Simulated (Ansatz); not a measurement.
## Br on W(110), ontop start, 2x2 cell: work function, bands and core levels

Wanted: core-level shifts and unfolded surface bands for Br on W(110), ontop start, 2x2 cell. Spin–orbit coupling is left out of the bands throughout.

Method: DFT, PBE, plane-wave PAW, scalar-relativistic; PAW set soft_1, in the first sound run; inputs show where later runs differ, in Ansatz 0.2.0.

## Step 1: The starting structure

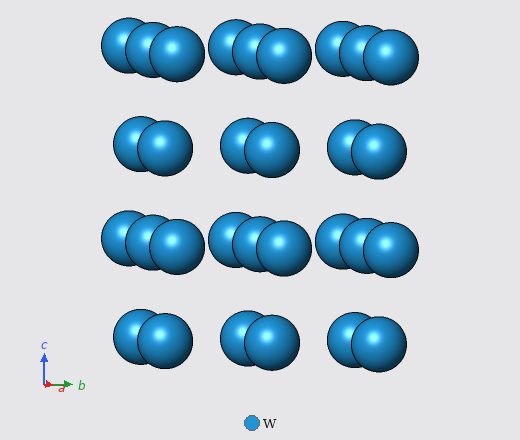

Start, viewed from the side, with the c axis up; tungsten blue. 2×2×1 cells are drawn. Some periodic images of atoms are drawn too.

The cell holds 4 atoms: 4 W. Cell: a = 3.170 Å, b = 2.745 Å, c = 21.725 Å, α = 90.0°, β = 90.0°, γ = 54.7°. It derives from W. Vacuum lies along c.

## Step 2: The clean face

The clean face is the reference for what the added atoms change.

input.yaml

```yaml
crystal:
  lattice:
    - [3.17, 0.0, 0.0]
    - [1.585, 2.2415284964, 0.0]
    - [0.0, 0.0, 21.7245854891]
  atoms:
    - { symbol: W, position: [0.0, 0.0, 0.654769017] }
    - { symbol: W, position: [0.5, 0.0, 0.551589672] }
    - { symbol: W, position: [0.0, 0.0, 0.448410328] }
    - { symbol: W, position: [0.5, 0.0, 0.345230983] }
kpoints:
  mp_grid: { grid: [18, 18, 1] }
scf:
  occupations: { method: fermi_dirac, width: 0.05 }
  n_extra_bands: 12
hamiltonian:
  xc: pbe
  pseudopotentials: { kind: paw, azcp: { folder: soft_1 } }
output:
  forces: true
  write_potential: true
  volumetric_format: []
  dos:
    projected: true
    de: 0.05
    e_range: [-30, 12]
    method: { smearing: { sigma: 0.1, scheme: gaussian } }
efield:
  axis: 3
  dipole_correction: true
relax:
  f_tol: 0.03
  max_steps: 50
  constraints: [{ sites: [2, 3] }]
```

Run with:

```sh
$ ansatz run input.yaml --threads 8 --pin off --max-ram 40960MiB --backend cuda --events-out ev --progress --plain --runs-dir out
```

Numbers of over 12 decimals in the logs are rounded to 6 here.

The program printed:

```text
The last accepted step is kept in <dir> (removed where the run ends without a failure and the disk answers)
scf.n_extra_bands = 12 over 28 filled bands (N_el = 56.0): the run solves 40 bands
Engine: ansatz 0.2.0, aarch64-unknown-linux-gnu
Pseudopotentials: kind: paw
Pseudopotential: W, paw, valence charge 14, recommended cutoff 420 eV (normal), soft_1/W.paw.azcp
Functional definition: PBE
  parameter kappa = 0.804
  parameter beta = 0.066725
  exchange = pbe_x(kappa = kappa, mu = beta*pi^2/3)
  correlation = pbe_c(beta = beta)
[...]
Crystal: 4 atoms, lattice volume = 154.367 Å³
Basis set: ecut = 420 eV, 3051 PW (Γ), exchange–correlation on 48×40×300 points (8 copies of the dense FFT grid, shifted against one another)
Bands: 40, of which v1, the nominal top of the filled ones, is band 28 counted from 1 (27 counted from 0)
Symmetry: 4 space group operations
k-points: 91 of 324
Non-local potential: W, projectors of the file, l = 0: 3, l = 1: 2, l = 2: 2, l = 3: 1
PAW form: soft (Blöchl's): semilocal exchange-correlation on the pseudo side does not see the compensation charge
PAW one-centre angular grid: W, 590 points (default); XC on 64 Gauss nodes
Initial density: superposition of atomic densities (neutral atoms: chi_scale 0, normalization atom)
Initial wavefunctions: pseudopotential atomic-orbital guess
[...]
Functional: x = pbe(κ = 0.804, μ = 0.219515), c = pbe(β = 0.066725)
SCF iter   1: F=—  HF=-41542.432139 eV  |F-HF|=—  |Δ(HF+E_count)|=         —  Δρ=4.43e-2  dr2=1.25e1  ethr=3.10e-3  p=0.000 e·Å  D=2.42e-13 V/Å  ΔV_dip=-0.00 eV  dr2_dipole=2.57e-9  V_vac-E_F(+/−)=6.89/6.89 eV  ⟨swp⟩=8.8  Hψ=17751  notcnv=0  defer=16
efield: sawtooth ramp at fractional position 0.9500 (placed from the atoms, in the widest stretch of the axis that holds none; the zero of the levels goes with the place), width 0.1000; the density the first Hamiltonian is built on has a dipole p = 0.000 e·Å; the dipole correction subtracts the counter field D = 2.42e-13 V/Å, which shifts the + side's vacuum level by -0.00 eV against the − side's; the planar-averaged density in the ramp window peaks in size at 2.3e-7 e/Å³
preconditioner: auto → LDOS  [metal: Δε(μ)=0.022 eV  Ē_g=6.404 eV  σ=0.050 eV  W_gap=0.11  n_scr=14 (ndim 8)  ℏωp=14.6 eV  f_vac=0.499  D(μ)=3.17/eV (n_scr^D=12)  β→1.0]
SCF iter   2: F=—  HF=-41541.153210 eV  |F-HF|=—  |Δ(HF+E_count)|=    1.28e0  Δρ=2.28e-2  dr2=1.98e0  ethr=3.10e-3  p=0.000 e·Å  D=1.04e-5 V/Å  ΔV_dip=-0.00 eV  dr2_dipole=7.93e-9  V_vac-E_F(+/−)=4.91/4.91 eV  ⟨swp⟩=3.6  Hψ=9720  notcnv=0  defer=120
[...]
SCF iter   7: F=-41540.778005 eV  HF=-41540.778003 eV  |F-HF|=2.12e-6  |Δ(HF+E_count)|=   2.99e-5  Δρ=5.56e-5  dr2=6.19e-6  ethr=4.02e-8  p=-0.000 e·Å  D=-2.44e-7 V/Å  ΔV_dip=0.00 eV  dr2_dipole=3.25e-12  V_vac-E_F(+/−)=4.92/4.92 eV  ⟨swp⟩=20.9  Hψ=40389  notcnv=0
SCF 1 converged in 7 iterations: F = -41540.778005 eV  dr2 = 6.19e-6
  greatest PAW one-centre occupation: 0.999 electrons in one spin orbital (limit 2), on the W atom at site 1 (counted from 0), in its partial waves of l = 0
relax step   1: F+E_penalty+E_count = -41540.77800514 eV  Δ(F+E_penalty+E_count) = +0.000e0 eV  max|allowed force component| = 6.831e-1 eV/Å  Δτ_max = 0.0000 Å  (7 SCF iters, dr2 threshold 2.25e-5 eV, accepted)
[...]
iter 1 solved again at ethr=9.20e-4 eV; its pass at ethr=3.10e-3 eV (dr2=5.15e-1 eV) is discarded
SCF iter   1: F=—  HF=-41540.766085 eV  |F-HF|=—  |Δ(HF+E_count)|=         —  Δρ=9.63e-3  dr2=5.38e-1  ethr=9.20e-4  p=-0.000 e·Å  D=-2.26e-7 V/Å  ΔV_dip=0.00 eV  dr2_dipole=1.28e-2  V_vac-E_F(+/−)=4.94/4.94 eV  ⟨swp⟩=1.5  Hψ=14807  notcnv=0  defer=51
efield: sawtooth ramp at fractional position 0.9500 (handed on by an earlier solve), width 0.1000; the density the first Hamiltonian is built on has a dipole p = -0.000 e·Å; the dipole correction subtracts the counter field D = -2.26e-7 V/Å, which shifts the + side's vacuum level by +0.00 eV against the − side's; the planar-averaged density in the ramp window peaks in size at 4.3e-6 e/Å³
preconditioner: auto → LDOS  [metal: Δε(μ)=0.011 eV  Ē_g=6.137 eV  σ=0.050 eV  W_gap=0.05  n_scr=14 (ndim 8)  ℏωp=14.6 eV  f_vac=0.508  D(μ)=2.61/eV (n_scr^D=12)  β→1.0]
[...]
SCF 2 converged in 6 iterations: F = -41540.700641 eV  dr2 = 5.27e-6
relax step   2: F+E_penalty+E_count = -41540.70064127 eV  Δ(F+E_penalty+E_count) = +7.736e-2 eV  max|allowed force component| = 1.690e0 eV/Å  Δτ_max = 0.1181 Å  (6 SCF iters, dr2 threshold 2.92e-5 eV, rejected (line search))
[...]
SCF 3 converged in 8 iterations: F = -41540.794601 eV  dr2 = 1.13e-8
relax step   3: F+E_penalty+E_count = -41540.79460085 eV  Δ(F+E_penalty+E_count) = -1.660e-2 eV  max|allowed force component| = 1.602e-1 eV/Å  Δτ_max = 0.0518 Å  (8 SCF iters, accepted)
[...]
relax step   4: F+E_penalty+E_count = -41540.79589547 eV  Δ(F+E_penalty+E_count) = -1.295e-3 eV  max|allowed force component| = 2.332e-2 eV/Å  Δτ_max = 0.0200 Å  (5 SCF iters, dr2 threshold 1.60e-6 eV, accepted)
[...]
SCF 5 converged in 3 iterations: F = -41540.795896 eV  dr2 = 6.01e-8
relax step   5: F+E_penalty+E_count = -41540.79589581 eV  Δ(F+E_penalty+E_count) = -3.435e-7 eV  max|allowed force component| = 2.326e-2 eV/Å  Δτ_max = 0.0000 Å  (3 SCF iters, accepted)
[...]
SCF converged after 3 iterations
Free energy (F): -41540.795896 eV
Harris-Foulkes:  -41540.795896 eV  (|F-HF|=1.52e-8)
Internal energy: -41540.773665 eV  (E = F + TS)
E sigma→0 (E₀):  -41540.784781 eV
Entropy (-TS):   -0.022231 eV (-5.558 meV/atom)
Fermi energy:    6.433182 eV
Dipole field:    D = 0.003219 V/Å  (p = 0.002746 e·Å, saw-weighted, corrected)
Work function:   Φ+ = 4.8487 eV   Φ− = 4.9186 eV
Levels:          The Fermi level and band energies are counted from a zero that moves with the ramp; work functions are not
--- Per-component energies (eV) ---
  E_band       = -1223.375841
  E_kinetic    = 1679.102767
  E_local      = -53568.389068  (includes V_loc(G=0)·N_el)
  E_nonlocal   = -100.520385
  E_hartree    = 26167.515610
  E_xc         = -1066.084162
  E_vxc        = -919.047868  (∫ρ·V_xc dr)
  E_paw        = -34311.031017  (= ΣΔE_a)
  E_vpaw       = -649.549254  (= ΣTr[D̂ρ^β])
  E_aug_tail   = 0.000592  (compensation charges beyond the density's cutoff)
  E_efield     = 0.000004  (sawtooth field / dipole correction)
  E_vefield    = 0.000137  (∫n·V_field dr)
  E_ewald      = 19658.631993
  E_smearing   = -0.022231  (= −TS)
  E_closure    = 0.000000  (closes the sum)
  Σ components = -41540.795896   (vs F -41540.795896, Δ=0.00e0)
--- Forces (eV/Å), atoms counted from 1 ---
  atom   1  W      0.00000000    -0.00000000    -0.00366816
  atom   2  W      0.00000000     0.00000000    -0.02325602
  atom   3  W      0.00000000    -0.00000000    -0.46052878
  atom   4  W     -0.00000000    -0.00000000     0.48726235
  max |Σ_I F_I| component: 1.91e-4 eV/Å
--- Band table (eV; the first three rows and the last of 91) ---
  k-point 0: bands = [... 24 lower, 5.0002, 5.0301, 5.2223, 5.7067, 6.0609, 7.0069, 7.2065, 8.1124, ... 8 higher]
  k-point 1: bands = [... 24 lower, 5.0392, 5.1725, 5.2275, 5.6377, 5.9003, 6.6314, 7.1427, 7.6818, ... 8 higher]
  k-point 2: bands = [... 24 lower, 5.1159, 5.2198, 5.4809, 5.5345, 5.5944, 5.9369, 6.9758, 6.9816, ... 8 higher]
  k-point 90: bands = [... 24 lower, 4.6587, 4.7851, 5.1484, 5.4699, 5.8467, 7.0535, 7.8104, 8.5182, ... 8 higher]
--- Relaxed structure (5 steps of the walk, 4 accepted, 0 SCFs on fresh bases) ---
  F+E_penalty+E_count = -41540.79589581 eV   max|allowed force component| = 2.326e-2 eV/Å
  atoms:
    - { symbol: W, position: [0, 0, 0.653307] }
    - { symbol: W, position: [0.500000, 0, 0.552920] }
    - { symbol: W, position: [0.0, 0.0, 0.448410] }
    - { symbol: W, position: [0.500000, 0.0, 0.345231] }
```

Run time: 4.3 s. Hardware: 1 × NVIDIA GB200 with 8 threads of Arm Neoverse V2, shared host; peak memory 1.4 GiB.

Relaxation path:

| step | energy less that of the first step (eV) | largest force component (eV/Å) |
| --- | --- | --- |
| 1 | 0.0000 | 0.6831 |
| 2 | 0.0774 | 1.6901 |
| 3 | -0.0166 | 0.1602 |
| 4 | -0.0179 | 0.0233 |
| 5 | -0.0179 | 0.0233 |

Relaxation step 2 was tried and not accepted.

Forces are held to the 4 operations that the run works with; a distortion that breaks them can't arise in this run.

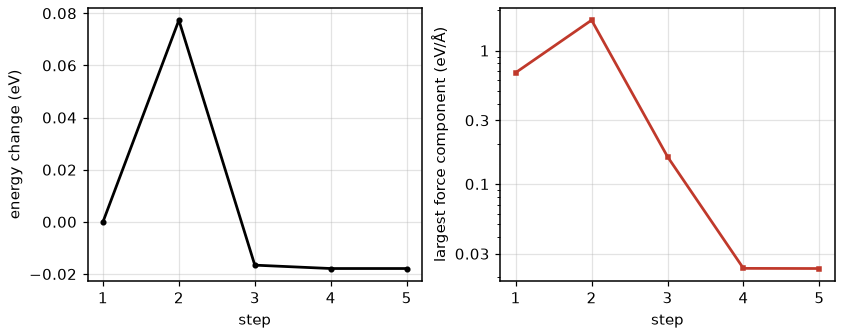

Energy and largest force along the relaxation.

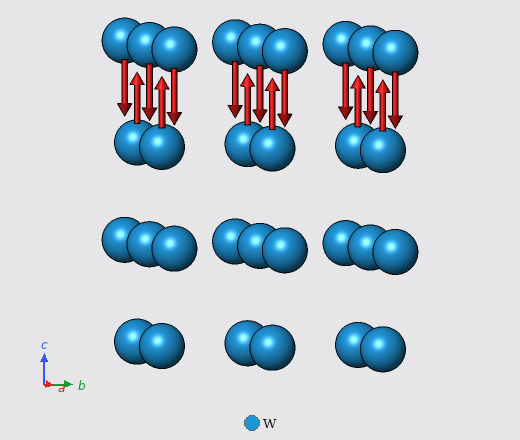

Displacements in the relaxation, exaggerated; the longest in the cell stands for 0.03 Å. 2×2×1 cells are drawn. Some periodic images of atoms are drawn too.

The atoms that moved most (Å):

| atom | dx | dy | dz | length |
| --- | --- | --- | --- | --- |
| W1 | 0.000 | 0.000 | -0.032 | 0.032 |
| W2 | 0.000 | 0.000 | 0.029 | 0.029 |

Final coordinates:

```xyz
4
Lattice="3.1700 0.0000 0.0000 1.5850 2.2415 0.0000 0.0000 0.0000 21.7246" Properties=species:S:1:pos:R:3
W     0.0000    0.0000   14.1928
W     1.5850    0.0000   12.0120
W     0.0000    0.0000    9.7415
W     1.5850    0.0000    7.5000
```

Numbers from this step:

* free energy: -41540.7959 eV
* energy at zero smearing: -41540.7848 eV
* smearing term TS: 0.02223 eV
* Fermi energy: 6.433 eV
* symmetry operations: 4
* zero of energy: Fermi level
* share of occupied states in no projected shell: 0.023 of the occupied states in the window
* DOS at the Fermi level: 2.629 states/eV/cell
* work function, upper face: 4.849 eV
* work function, lower face: 4.918 eV

Maxima picked by a test of local sharpness, so broad peaks and shoulders can be missing; peaks within 0.45 eV of a curve's cut are left out. Valence peaks, by row:

| photon energy (eV) | binding energy (eV) | height (% of the maximum within 13 eV) | main shell | its share (%) |
| --- | --- | --- | --- | --- |
| 21.2 | 4.45 | 62.62 | W 5d | 99.75 |
| 21.2 | 3.1 | 98.15 | W 5d | 99.88 |
| 21.2 | 2.65 | 100 | W 5d | 99.82 |
| 21.2 | 2 | 88 | W 5d | 99.73 |
| 21.2 | 1.5 | 91.93 | W 5d | 99.7 |
| 40.8 | 4.45 | 61.85 | W 5d | 99.77 |
| 40.8 | 3.1 | 96.86 | W 5d | 99.92 |
| 40.8 | 2.65 | 100 | W 5d | 99.89 |
| 40.8 | 1.95 | 88.94 | W 5d | 99.82 |
| 40.8 | 1.5 | 94.89 | W 5d | 99.8 |
| 150 | 4.5 | 67.89 | W 5d | 89.18 |
| 150 | 3.1 | 96.76 | W 5d | 98.3 |
| 150 | 2.65 | 100 | W 5d | 97.19 |
| 150 | 1.95 | 90.17 | W 5d | 95.04 |
| 150 | 1.45 | 96.21 | W 5d | 93.79 |
| 150 | 0.9 | 56.32 | W 5d | 92.36 |
| 1487 | 4.45 | 64.35 | W 5d | 96.28 |
| 1487 | 3.1 | 97.8 | W 5d | 99.4 |
| 1487 | 2.65 | 100 | W 5d | 99 |
| 1487 | 2 | 88.39 | W 5d | 98.27 |
| 1487 | 1.5 | 92.21 | W 5d | 97.85 |
| 8048 | 5.65 | 39.34 | W 5d | 71.61 |
| 8048 | 4.5 | 69.22 | W 5d | 86.85 |
| 8048 | 3.1 | 96.63 | W 5d | 97.84 |
| 8048 | 2.65 | 100 | W 5d | 96.43 |
| 8048 | 2 | 90.03 | W 5d | 93.93 |
| 8048 | 1.45 | 94.95 | W 5d | 92.27 |

The planar mean, electrostatic potential oscillates, so the rows of the table below give means over windows of 2 Å about each position, cut where the curve ends. Its maxima inside the range that stand out by 2 % of the span (Å: eV): 8.7: -2.82, 10.9: -2.61, 13.0: -3.48. Its minima: 7.5: -18.2, 9.7: -18.7, 12.0: -18.7, 14.2: -18.2.

From the Fermi level. Planar mean, electrostatic potential against z; means over each step:

| z (Å) | planar mean, electrostatic potential (eV) |
| --- | --- |
| 0 | 4.90 |
| 2 | 4.92 |
| 4 | 4.88 |
| 6 | 0.577 |
| 8 | -11.2 |
| 10 | -12.1 |
| 12 | -12.4 |
| 14 | -11.9 |
| 16 | 2.68 |
| 18 | 4.83 |
| 20 | 4.85 |

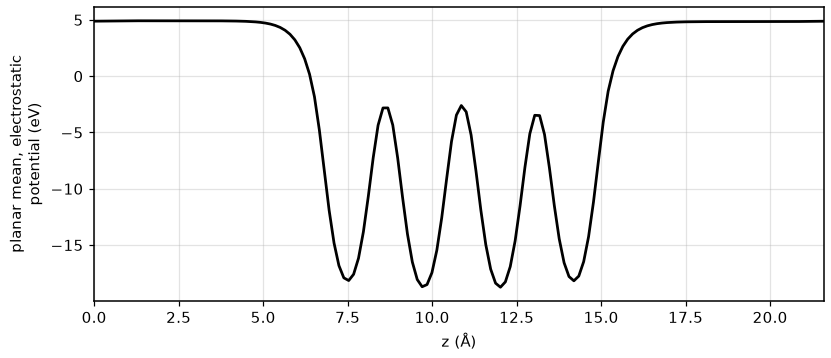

Planar mean, electrostatic potential against z.

Recipe: projected DOS times atomic cross section and asymmetry factor (unpolarised light, 60° from the beam), occupied states only, Fermi edge at 20 K, a Lorentzian width of 0.1 eV growing by 0.03 eV per eV of binding energy, and a resolution of 0.15 eV. Each atom is damped by exp[−depth/(λ cos θ)], θ = 0° from the normal, λ from the universal curve. Curves are cut 10 eV under the photon energy, above any shell that the free atom's threshold puts out of reach, or at the lower edge of the window: 10.8 eV at 21.2 eV, 10.8 eV at 40.8 eV, 10.8 eV at 150 eV, 10.8 eV at 1486.7 eV and 10.8 eV at 8047.8 eV. Matrix elements of the solid and inelastic losses aren't modelled, nor non-dipole terms, which matter above 3 keV.

Share of each shell in the spectrum's area (%), by photon energy:

| shell | 21.2 eV | 40.8 eV | 150 eV | 1486.7 eV | 8047.8 eV |
| --- | --- | --- | --- | --- | --- |
| W 6s | 0.1 | 0.1 | 9.1 | 3.2 | 11.2 |
| W 5d | 99.7 | 99.8 | 90.4 | 96.5 | 88.1 |

At the Fermi level the DOS is 2.63 states/eV a cell, and on the broadened curves W 5d holds 82 % of the total there.

(Continued in part 2 of 4.)

[Logs are printed without paths, hosts, clocks, repeated set-up lines and the standing remarks that a program may print on its own settings, such as how far it seeks lower states.]

[Hosts, paths, dates, database ids (printed as entryN), source tags and the programs' standing remarks are cut or masked in the printed files.]

[Maps of the electrostatic potential energy from Ansatz leave out the sawtooth potential of an applied field or a dipole correction, so their vacuum need not be flat; work functions include it.]
